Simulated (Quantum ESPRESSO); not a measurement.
# Na (Sodium): from the cell to the phonon bands

How does Na (Sodium) vibrate, and is this structure a minimum?

Calculated with Quantum ESPRESSO 7.5; DFT LDA, scalar-relativistic, plane waves, PseudoDojo norm-conserving pseudopotentials.

## (1) The starting structure

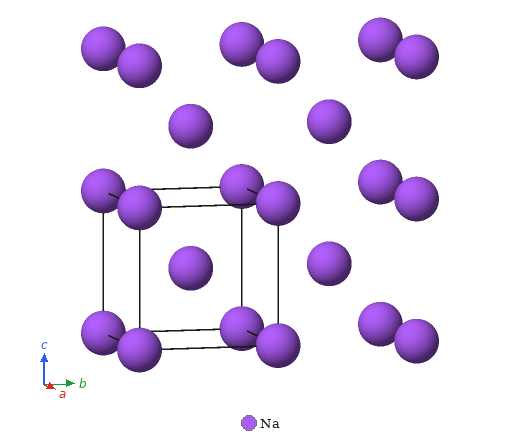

The starting structure, seen slightly off an axis (sodium purple). 1×2×2 cells are drawn. This picture shows the conventional cell, with its axes. Some periodic images of atoms are drawn too.

Coordinates:

```cif
data_structure
_symmetry_space_group_name_H-M 'P 1'
_symmetry_Int_Tables_number 1
_cell_length_a 3.6676
_cell_length_b 3.6676
_cell_length_c 3.6676
_cell_angle_alpha 109.471
_cell_angle_beta 109.471
_cell_angle_gamma 109.471
_cell_volume 37.98
loop_
_atom_site_label
_atom_site_type_symbol
_atom_site_fract_x
_atom_site_fract_y
_atom_site_fract_z
_atom_site_occupancy
Na1 Na 0.00000 0.00000 0.00000 1
```

## (2) A probe with smearing

Before anything dear is run, a loose run with smearing shows whether this is a metal and how far the cell is from rest.

The input, probe.in:

```
&control
   calculation = 'scf'
   prefix = 'x'
   outdir = './tmp'
   pseudo_dir = './pseudo'
   tprnfor = .true.
   tstress = .true.
   verbosity = 'high'
/
&system
   ibrav = 0
   nat = 1
   ntyp = 1
   ecutwfc = 88.0
   occupations = 'smearing'
   smearing = 'gaussian'
   degauss = 0.01
/
&electrons
   conv_thr = 1.0d-07
   mixing_beta = 0.7
   electron_maxstep = 100
/
ATOMIC_SPECIES
 Na     22.9898  Na.upf
CELL_PARAMETERS angstrom
    -2.117500000    2.117500000    2.117500000
     2.117500000   -2.117500000    2.117500000
     2.117500000    2.117500000   -2.117500000
ATOMIC_POSITIONS crystal
 Na     0.000000000   0.000000000   0.000000000
K_POINTS automatic
 6 6 6 0 0 0
```

On the command line:

```sh
> OMP_NUM_THREADS=1 mpirun -n 4 pw.x -nk 4 -in probe.in > probe.out
```

What it wrote:

```text
[banners, grids, parts of the stress and lines that vanish by symmetry left out]
Program PWSCF v.7.5
     Message from routine setup:
     using ibrav=0 with symmetry is DISCOURAGED, use correct ibrav instead
[...]
kinetic-energy cutoff     =      88.0000  Ry
     charge density cutoff     =     352.0000  Ry
     scf convergence threshold =      1.0E-07
[...]
Exchange-correlation= SLA  PW   NOGX NOGC
                           (   1   4   0   0   0   0   0)
[...]
48 Sym. Ops., with inversion, found
[...]
(     0          1          0      )
                  (     0          0          1      )
[...]
(  0.0000000  1.0000000 -0.0000000 )
                  ( -0.0000000 -0.0000000  1.0000000 )
[...]
(     1          0          0      )
                  (    -1         -1         -1      )
[...]
(  1.0000000  0.0000000  0.0000000 )
                  ( -0.0000000 -1.0000000 -0.0000000 )
[...]
(    -1          0          0      )
                  (     0          0         -1      )
[...]
( -1.0000000 -0.0000000  0.0000000 )
                  (  0.0000000  1.0000000 -0.0000000 )
[...]
number of k points=    16  Gaussian smearing, width (Ry)=  0.0100
[...]
End of self-consistent calculation
[...]
the Fermi energy is     1.4324 ev
!    total energy              =     -91.22562601 Ry
[...]
convergence has been achieved in   4 iterations
[...]
atom    1 type  1   force =     0.00000000    0.00000000    0.00000000
[...]
Total force =     0.000000     Total SCF correction =     0.000000
[...]
total   stress  (Ry/bohr**3)                   (kbar)     P=       -8.48
[...]
XML data file, charge density, pseudopotentials, collected wavefunctions

   JOB DONE.
```

Run time: 2.5 s. Hardware: 4 MPI ranks of Intel Xeon at 2.70GHz, shared host; 8.5 s of CPU time.

Numbers from this step:

```yaml
volume_per_atom: 37.98 Å³
pressure: -0.8480 GPa
gap_on_the_k_mesh: 0 eV
```

No gap opens on this mesh, so smearing is kept; the start stands at -0.85 GPa.

## (3) Relaxation

The relaxation runs at a cutoff a fifth above that of the response, since stress converges more slowly with the basis than frequencies do. Forces and stress are brought to rest with tight thresholds.

The input, relax.in:

```
&control
   calculation = 'vc-relax'
   prefix = 'x'
   outdir = './tmp'
   pseudo_dir = './pseudo'
   tprnfor = .true.
   tstress = .true.
   forc_conv_thr = 2.0d-05
   etot_conv_thr = 1.0d-07
   nstep = 40
/
&system
   ibrav = 0
   nat = 1
   ntyp = 1
   ecutwfc = 106
   occupations = 'smearing'
   smearing = 'mv'
   degauss = 0.02
/
&electrons
   conv_thr = 1.0d-11
   mixing_beta = 0.7
   electron_maxstep = 100
/
&ions
/
&cell
   press_conv_thr = 0.2
/
ATOMIC_SPECIES
 Na     22.9898  Na.upf
CELL_PARAMETERS angstrom
    -2.117500000    2.117500000    2.117500000
     2.117500000   -2.117500000    2.117500000
     2.117500000    2.117500000   -2.117500000
ATOMIC_POSITIONS crystal
 Na     0.000000000   0.000000000   0.000000000
K_POINTS automatic
 12 12 12 0 0 0
```

On the command line:

```sh
> OMP_NUM_THREADS=1 mpirun -n 4 pw.x -nk 4 -in relax.in > relax.out
```

What it wrote:

```text
[banners, grids, parts of the stress and lines that vanish by symmetry left out]
[banner, memory and clock lines left out]
Program PWSCF v.7.5

[...]
kinetic-energy cutoff     =     106.0000  Ry
     charge density cutoff     =     424.0000  Ry
     scf convergence threshold =      1.0E-11
[...]
energy convergence thresh.=      1.0E-07
     force convergence thresh. =      2.0E-05
     press convergence thresh. =      2.0E-01
     Exchange-correlation= SLA  PW   NOGX NOGC
                           (   1   4   0   0   0   0   0)
[...]
48 Sym. Ops., with inversion, found
[...]
number of k points=    72  Marzari-Vanderbilt smearing, width (Ry)=  0.0200
[...]
End of self-consistent calculation
[...]
the Fermi energy is     1.3932 ev
!    total energy              =     -91.22741547 Ry
[...]
convergence has been achieved in   8 iterations
[...]
atom    1 type  1   force =     0.00000000    0.00000000    0.00000000
     Total force =     0.000000     Total SCF correction =     0.000000
[...]
total   stress  (Ry/bohr**3)                   (kbar)     P=       -9.35
[...]
number of bfgs steps    =   0
[...]
CELL_PARAMETERS (angstrom)
[...]
ATOMIC_POSITIONS (crystal)
Na               0.0000000000        0.0000000000        0.0000000000
[...]
New effective cutoffs (rho, wfc):  424.19  106.33
[...]
End of self-consistent calculation
[...]
the Fermi energy is     1.4123 ev
!    total energy              =     -91.22749188 Ry
[...]
convergence has been achieved in   3 iterations
[...]
atom    1 type  1   force =     0.00000000    0.00000000    0.00000000
     Total force =     0.000000     Total SCF correction =     0.000000
[...]
total   stress  (Ry/bohr**3)                   (kbar)     P=       -9.08
[...]
number of bfgs steps    =   1
[...]
WARNING: bfgs curvature condition failed, Theta= 0.826
[...]
CELL_PARAMETERS (angstrom)
[...]
ATOMIC_POSITIONS (crystal)
Na               0.0000000000        0.0000000000        0.0000000000
[...]
New effective cutoffs (rho, wfc):  426.22  106.84
[...]
End of self-consistent calculation
[...]
the Fermi energy is     1.4411 ev
!    total energy              =     -91.22760191 Ry
[...]
convergence has been achieved in   4 iterations
[...]
atom    1 type  1   force =     0.00000000    0.00000000    0.00000000
     Total force =     0.000000     Total SCF correction =     0.000000
[...]
total   stress  (Ry/bohr**3)                   (kbar)     P=       -8.68
[...]
number of bfgs steps    =   2
[...]
CELL_PARAMETERS (angstrom)
[...]
ATOMIC_POSITIONS (crystal)
Na               0.0000000000        0.0000000000        0.0000000000
[...]
New effective cutoffs (rho, wfc):  429.30  107.61
[...]
End of self-consistent calculation
[...]
the Fermi energy is     1.4848 ev
!    total energy              =     -91.22775647 Ry
[...]
convergence has been achieved in   4 iterations
[...]
atom    1 type  1   force =     0.00000000    0.00000000    0.00000000
     Total force =     0.000000     Total SCF correction =     0.000000
[...]
the Fermi energy is     1.6551 ev
!    total energy              =     -91.22821741 Ry
[...]
convergence has been achieved in   5 iterations
[...]
atom    1 type  1   force =     0.00000000    0.00000000    0.00000000
     Total force =     0.000000     Total SCF correction =     0.000000
[...]
total   stress  (Ry/bohr**3)                   (kbar)     P=       -5.40
[...]
number of bfgs steps    =   5
[...]
the Fermi energy is     1.8172 ev
!    total energy              =     -91.22845829 Ry
[...]
convergence has been achieved in   5 iterations
[...]
atom    1 type  1   force =     0.00000000    0.00000000    0.00000000
     Total force =     0.000000     Total SCF correction =     0.000000
[...]
total   stress  (Ry/bohr**3)                   (kbar)     P=       -2.58
[...]
number of bfgs steps    =   6
[...]
the Fermi energy is     1.9662 ev
!    total energy              =     -91.22851926 Ry
[...]
convergence has been achieved in   5 iterations
[...]
atom    1 type  1   force =     0.00000000    0.00000000    0.00000000
     Total force =     0.000000     Total SCF correction =     0.000000
[...]
total   stress  (Ry/bohr**3)                   (kbar)     P=        0.27
[...]
number of bfgs steps    =   7
[...]
New effective cutoffs (rho, wfc):  461.30  115.63
[...]
the Fermi energy is     1.9521 ev
!    total energy              =     -91.22851987 Ry
[...]
convergence has been achieved in   4 iterations
[...]
atom    1 type  1   force =     0.00000000    0.00000000    0.00000000
     Total force =     0.000000     Total SCF correction =     0.000000
[...]
total   stress  (Ry/bohr**3)                   (kbar)     P=       -0.01
[...]
number of bfgs steps    =   8
[...]
CELL_PARAMETERS (angstrom)
[...]
ATOMIC_POSITIONS (crystal)
Na               0.0000000000        0.0000000000        0.0000000000
[...]
New effective cutoffs (rho, wfc):  461.34  115.64
[...]
End of self-consistent calculation
[...]
the Fermi energy is     1.9527 ev
!    total energy              =     -91.22851987 Ry
[...]
convergence has been achieved in   2 iterations
[...]
atom    1 type  1   force =     0.00000000    0.00000000    0.00000000
     Total force =     0.000000     Total SCF correction =     0.000000
[...]
total   stress  (Ry/bohr**3)                   (kbar)     P=        0.00
[...]
bfgs converged in  10 scf cycles and   9 bfgs steps
[...]
End of BFGS Geometry Optimization
     Final enthalpy           =     -91.2285198697 Ry
     File ./tmp/x.bfgs deleted, as requested
[...]
CELL_PARAMETERS (angstrom)
[...]
ATOMIC_POSITIONS (crystal)
Na               0.0000000000        0.0000000000        0.0000000000
[...]
Final scf calculation at the relaxed structure.
[...]
kinetic-energy cutoff     =     106.0000  Ry
     charge density cutoff     =     424.0000  Ry
     scf convergence threshold =      1.0E-13
[...]
press convergence thresh. =      2.0E-01
     Exchange-correlation= SLA  PW   NOGX NOGC
                           (   1   4   0   0   0   0   0)
[...]
48 Sym. Ops., with inversion, found
[...]
number of k points=    72  Marzari-Vanderbilt smearing, width (Ry)=  0.0200
[...]
c_bands:  1 eigenvalues not converged
[...]
End of self-consistent calculation
[...]
the Fermi energy is     1.9527 ev
!    total energy              =     -91.22851639 Ry
[...]
convergence has been achieved in   9 iterations
[...]
atom    1 type  1   force =     0.00000000    0.00000000    0.00000000
     Total force =     0.000000     Total SCF correction =     0.000000
[...]
total   stress  (Ry/bohr**3)                   (kbar)     P=        0.02
[...]
XML data file, charge density, pseudopotentials, collected wavefunctions
```

Run time: 57 s. Hardware: 4 MPI ranks.

Step by step:

```tsv
step	energy less that of the first step (eV)	largest force (eV/Å)	pressure (GPa)	volume (Å³)
1	0.0000	0.0000	-0.93	37.98
2	-0.0010	0.0000	-0.91	37.80
3	-0.0025	0.0000	-0.87	37.53
4	-0.0046	0.0000	-0.81	37.12
5	-0.0075	0.0000	-0.70	36.53
6	-0.0109	0.0000	-0.54	35.64
7	-0.0142	0.0000	-0.26	34.34
8	-0.0150	0.0000	0.03	33.23
9	-0.0150	0.0000	0.00	33.33
10	-0.0150	0.0000	0.00	33.33
11	-0.0150	0.0000	0.00	33.33
```

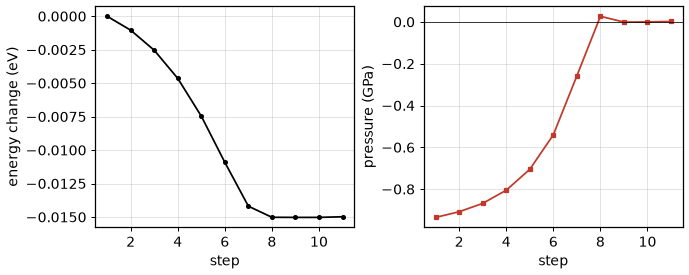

Energy and pressure along the relaxation.

```tsv
conventional cell, symmetrised	before	after	change
a (Å)	4.235	4.054	-4.3 %
b (Å)	4.235	4.054	-4.3 %
c (Å)	4.235	4.054	-4.3 %
volume (Å³/atom)	37.98	33.33	-12.3 %
```

Final coordinates:

```xyz
1
Lattice="-2.0272 2.0272 2.0272 2.0272 -2.0272 2.0272 2.0272 2.0272 -2.0272" Properties=species:S:1:pos:R:3 pbc="T T T"
Na    0.0000    0.0000    0.0000
```

The last row of the table of steps is pw.x's closing run on a basis chosen anew for the final cell, so its energy can jump.

Numbers from this step:

- volume per atom: 33.33 Å³
- pressure: 0.002 GPa

The volume changes by -12.3 % from the cell with which this run began.

## (4) Self-consistent run for the response

The response is built on this ground state, so it is converged far tighter than an energy would need. Smearing stays on, as the first look found no gap above 0.3 eV.

The input, scf.in:

```
&control
   calculation = 'scf'
   prefix = 'x'
   outdir = './tmp'
   pseudo_dir = './pseudo'
   tprnfor = .true.
   tstress = .true.
/
&system
   ibrav = 0
   nat = 1
   ntyp = 1
   ecutwfc = 88.0
   occupations = 'smearing'
   smearing = 'mv'
   degauss = 0.02
/
&electrons
   conv_thr = 1.0d-12
   mixing_beta = 0.7
   electron_maxstep = 100
/
ATOMIC_SPECIES
 Na     22.9898  Na.upf
CELL_PARAMETERS angstrom
    -2.027233451    2.027233451    2.027233451
     2.027233451   -2.027233451    2.027233451
     2.027233451    2.027233451   -2.027233451
ATOMIC_POSITIONS crystal
 Na     0.000000000   0.000000000   0.000000000
K_POINTS automatic
 12 12 12 0 0 0
```

On the command line:

```sh
> OMP_NUM_THREADS=1 mpirun -n 4 pw.x -nk 4 -in scf.in > scf.out
```

What it wrote:

```text
[banners, grids, parts of the stress and lines that vanish by symmetry left out]
[banner, memory and clock lines left out]
Program PWSCF v.7.5

[...]
kinetic-energy cutoff     =      88.0000  Ry
     charge density cutoff     =     352.0000  Ry
     scf convergence threshold =      1.0E-12
[...]
Exchange-correlation= SLA  PW   NOGX NOGC
                           (   1   4   0   0   0   0   0)
[...]
48 Sym. Ops., with inversion, found
[...]
number of k points=    72  Marzari-Vanderbilt smearing, width (Ry)=  0.0200
[...]
End of self-consistent calculation
[...]
the Fermi energy is     1.9527 ev
!    total energy              =     -91.22849225 Ry
[...]
convergence has been achieved in   8 iterations
[...]
atom    1 type  1   force =     0.00000000    0.00000000    0.00000000
     Total force =     0.000000     Total SCF correction =     0.000000
[...]
total   stress  (Ry/bohr**3)                   (kbar)     P=        0.01
[...]
XML data file, charge density, pseudopotentials, collected wavefunctions
```

Run time: 6.9 s. Hardware: 4 MPI ranks; 26 s of CPU time.

This step gave:

- pressure: 0.001 GPa

The cell stands at 0.001 GPa, close enough for phonons.

[end of part 1 of 3]

[Host names and launcher messages were left out of these logs when they were recorded.]

[Logs are printed without paths, hosts, clocks, repeated set-up lines and the standing remarks that a program may print on its own settings, such as how far it seeks lower states.]

[Hosts, paths, dates, database ids (printed as entryN), source tags and the programs' standing remarks are cut or masked in the printed files.]
